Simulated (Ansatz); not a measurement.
# BSiHCl: a changed input and its effect

System: BSiHCl, multiplicity 2.
Method of run 1: UHF-CCSD(T), frozen core/def2-TZVPP (Ansatz 0.2.0).

The geometry comes from this level: PBE0-D4/def2-TZVP. Text and figures count atoms from 1; the logs count them from 0 in places.

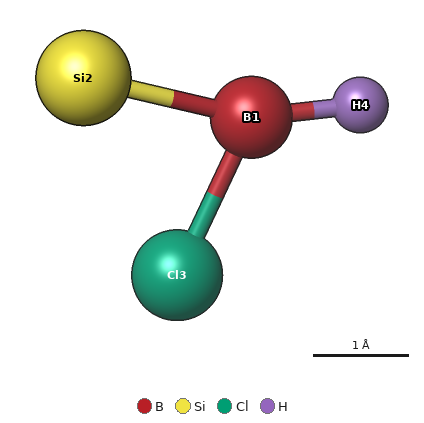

Figure 1. The structure as given in the input (ball-and-stick view, seen at a tilt; atoms are numbered from 1 in the order of the input).

### The input, run 1
```yaml
crystal:
  periodic: [false, false, false]
  atoms:
    - {symbol: B, position_ang: [-0.335420, 0.216702, -0.204368]}
    - {symbol: Si, position_ang: [0.187913, 0.387375, 1.624083]}
    - {symbol: Cl, position_ang: [1.077299, -0.985707, -0.203336]}
    - {symbol: H, position_ang: [-0.929791, 0.381639, -1.216379]}
basis:
  gaussian: {orbitals: def2-TZVPP}
magnetization: {spin_polarized: true, initial_magnetization: 1}
correlation: {method: ccsd_t}
scf: {omitted_lower_state_checks: [cluster_reference]}
```

Command:
```bash
ansatz run in.yaml --threads 2 --pin off --events-out ev --progress --plain --max-ram 4352MiB
```

Hardware: 2 threads of Arm Neoverse V1, 23 GiB of memory available, shared host.

### Output (run 1)
```
Functional definition: HF
  exchange = exact_x
  correlation = 0
these checks for a lower state are left out or cut short: cluster_reference
769 factors; integrals over basis functions are off by at most 8.2e-4 eV
mean field evaluation 1: about -21051.4961 eV, gradient 9.5e0 eV
mean field evaluation 2: about -21051.5017 eV, gradient 9.5e0 eV
mean field evaluation 4: about -21052.5568 eV, gradient 1.6e0 eV
mean field evaluation 8: about -21052.6139 eV, gradient 2.4e-1 eV
mean field evaluation 16: about -21052.3707 eV, gradient 1.6e0 eV
mean field -21052.61898427 eV, -773.6694776941 hartree, gradient 2.2e-6 eV, S^2 0.767639; 2 other end points of the search recorded, 0 dependent functions left out
11 core orbitals not correlated: weight in the atoms' cores, before any rotation towards them, 1.000 or more for the frozen orbitals, at most 0.000 for the correlated occupied ones
reference -21052.61898427 eV, -773.6694776941 hartree; 8, 7 occupied and 110, 111 virtual orbitals, 769 factors
second order -10.08831605 eV of doubles, -0.00000000 eV of singles
cycle   1  -10.74647752 eV  change   -6.6e-1 eV  update   9.1e-2
cycle   2  -11.08332927 eV  change   -3.4e-1 eV  update   3.3e-2
cycle   3  -11.16229336 eV  change   -7.9e-2 eV  update   2.0e-2
cycle   4  -11.15749699 eV  change    4.8e-3 eV  update   9.2e-3
cycle   5  -11.15712722 eV  change    3.7e-4 eV  update   4.7e-3
cycle   6  -11.15852905 eV  change   -1.4e-3 eV  update   2.4e-3
cycle   7  -11.15850725 eV  change    2.2e-5 eV  update   8.2e-4
cycle   8  -11.15881026 eV  change   -3.0e-4 eV  update   3.5e-4
cycle   9  -11.15881556 eV  change   -5.3e-6 eV  update   1.5e-4
cycle  10  -11.15874517 eV  change    7.0e-5 eV  update   6.2e-5
cycle  11  -11.15877368 eV  change   -2.9e-5 eV  update   2.9e-5
cycle  12  -11.15877099 eV  change    2.7e-6 eV  update   1.5e-5
perturbative correction -0.56162404 eV, -0.0206393027 hartree
Total energy: -21064.33937929 eV, -774.1001942669 hartree
Checks for a lower state left out: cluster_reference
```

The input of run 2 differs as follows (lines with − go, lines with + come):
```diff
-    - {symbol: B, position_ang: [-0.335420, 0.216702, -0.204368]}
-    - {symbol: Si, position_ang: [0.187913, 0.387375, 1.624083]}
-    - {symbol: Cl, position_ang: [1.077299, -0.985707, -0.203336]}
-    - {symbol: H, position_ang: [-0.929791, 0.381639, -1.216379]}
+    - {symbol: B, position_ang: [-0.218526, 0.055252, -0.387953]}
+    - {symbol: Si, position_ang: [1.266622, -1.101665, -0.069192]}
+    - {symbol: Cl, position_ang: [0.050166, 0.432076, 1.408727]}
+    - {symbol: H, position_ang: [-1.098260, 0.614346, -0.951582]}
```

What does this change do to the results?

The energy is the same within 0.01 kcal/mol.

### Output (run 2)
```
Functional definition: HF
  exchange = exact_x
  correlation = 0
these checks for a lower state are left out or cut short: cluster_reference
769 factors; integrals over basis functions are off by at most 7.1e-4 eV
mean field evaluation 1: about -21051.4963 eV, gradient 9.5e0 eV
mean field evaluation 2: about -21051.5018 eV, gradient 9.5e0 eV
mean field evaluation 4: about -21052.5571 eV, gradient 1.6e0 eV
mean field evaluation 8: about -21052.6140 eV, gradient 2.4e-1 eV
mean field evaluation 16: about -21052.3666 eV, gradient 1.7e0 eV
mean field -21052.61909602 eV, -773.6694818011 hartree, gradient 2.2e-6 eV, S^2 0.767633; 2 other end points of the search recorded, 0 dependent functions left out
11 core orbitals not correlated: weight in the atoms' cores, before any rotation towards them, 1.000 or more for the frozen orbitals, at most 0.000 for the correlated occupied ones
reference -21052.61909602 eV, -773.6694818011 hartree; 8, 7 occupied and 110, 111 virtual orbitals, 769 factors
second order -10.08826303 eV of doubles, -0.00000000 eV of singles
cycle   1  -10.74644684 eV  change   -6.6e-1 eV  update   9.1e-2
cycle   2  -11.08327300 eV  change   -3.4e-1 eV  update   3.3e-2
cycle   3  -11.16223888 eV  change   -7.9e-2 eV  update   2.0e-2
cycle   4  -11.15744073 eV  change    4.8e-3 eV  update   9.2e-3
cycle   5  -11.15706998 eV  change    3.7e-4 eV  update   4.7e-3
cycle   6  -11.15847016 eV  change   -1.4e-3 eV  update   2.4e-3
cycle   7  -11.15844842 eV  change    2.2e-5 eV  update   8.2e-4
cycle   8  -11.15875123 eV  change   -3.0e-4 eV  update   3.5e-4
cycle   9  -11.15875666 eV  change   -5.4e-6 eV  update   1.5e-4
cycle  10  -11.15868606 eV  change    7.1e-5 eV  update   6.2e-5
cycle  11  -11.15871474 eV  change   -2.9e-5 eV  update   2.9e-5
cycle  12  -11.15871185 eV  change    2.9e-6 eV  update   1.5e-5
perturbative correction -0.56161185 eV, -0.0206388546 hartree
Total energy: -21064.33941972 eV, -774.1001957525 hartree
Checks for a lower state left out: cluster_reference
```

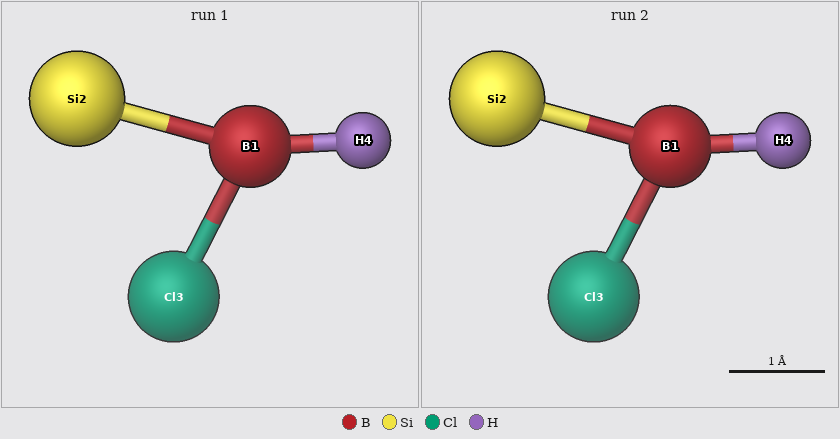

Figure 2. The two input geometries at one scale (ball-and-stick view, seen at a tilt). No atom moves by more than 0.005 Å after the best rigid fit.

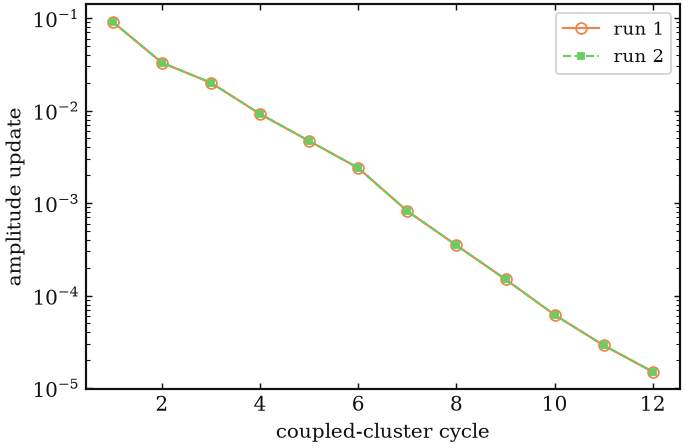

Figure 3. Convergence of the two runs: amplitude update against the coupled-cluster cycle. Run 1 takes 12 cycles in all, and run 2 takes 12.

### The two runs side by side

| quantity | run 1 | run 2 |
| --- | --- | --- |
| outcome | converged | converged |
| total energy (hartree) | −774.100194 | −774.100196 |
| ⟨S²⟩ | 0.768 | 0.768 |
| wall time (shared host) | 25 s | 26 s |
